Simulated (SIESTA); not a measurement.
Band structure of CdTe (F-43m, 2 atoms in the cell).

```xyz
2
Lattice="0.0000 3.2920 3.2920 3.2920 0.0000 3.2920 3.2920 3.2920 0.0000" Properties=species:S:1:pos:R:3 pbc="T T T"
Cd     0.0000     0.0000     0.0000
Te     1.6460     1.6460     1.6460
```

Method of the run: GGA PBE, numerical atomic orbitals TZP, PseudoDojo PBE standard norm-conserving potentials (rewritten from UPF to PSML) (SIESTA).

Settings: XC.functional = GGA; XC.authors = PBE; potentials = PseudoDojo PBE standard; PAO.BasisSize = TZP; PAO.EnergyShift = 0.01 Ry; MeshCutoff = 400 Ry; kgrid.MonkhorstPack = 9 9 9; OccupationFunction = FD; ElectronicTemperature = 10 K; MaxSCFIterations = 150; SCF.Mixer.Method = Pulay; SCF.Mixer.Weight = 0.1; SCF.Mixer.History = 6; SCF.DM.Tolerance = 1.0E-04.

The starting cell comes from a database of computed structures (which also holds hypothetical and non-ambient phases and stackings), without a prior relaxation at this level. Its lattice was rescaled by a random factor within 2.5 % of one. Spin-orbit coupling is off. Values carry the incompleteness of an atom-centred basis.

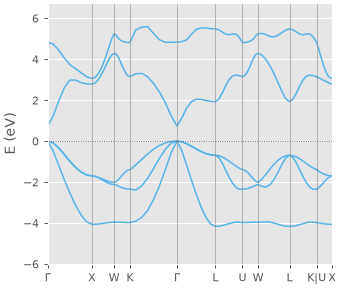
Figure. Bands along the path, energies from the top of the valence band on the path.

Question: Read off roughly the gap and where its edges lie.

Answer: The gap along the path is about 0.7 eV (computed: 0.73 eV), direct at Γ to within 0.01 eV.

Levels in eV from the top of the valence band on the path, bands 15 to 19:
| point | 15 | 16 | 17 | 18 | 19 |
|---|---|---|---|---|---|
| Γ | -7.83 | 0.00 | 0.00 | 0.00 | 0.73 |
| X | -7.40 | -4.07 | -1.70 | -1.70 | 2.78 |
| W | -7.32 | -3.96 | -2.12 | -2.01 | 4.28 |
| K | -7.35 | -3.98 | -2.35 | -1.40 | 3.15 |
| L | -7.49 | -4.17 | -0.69 | -0.69 | 1.93 |
| U | -7.35 | -3.98 | -2.35 | -1.40 | 3.15 |

Higher empty bands are left out: an atom-centred basis made for the valence describes them poorly.
